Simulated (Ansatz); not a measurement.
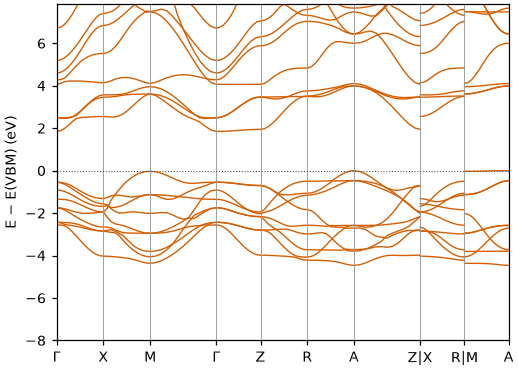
Fig. 1. Band structure from the program Ansatz at the PBE level (PAW)

**Question.** Read off the gap and where the band edges lie.

**Answer.** About 1.8 eV (1.85 eV by a search for the band edges); maximum at A, minimum at Γ.

The material is BaTiO3 in space group P4mm (No. 99; Ba on 1b, Ti on 1a, O on 2c, O on 1a).

The PBE relaxation kept the symmetry of its start. The run is not spin-polarised. Spin–orbit coupling is left out wherever it is not named.

Potentials: the earlier of the program's two PAW sets.
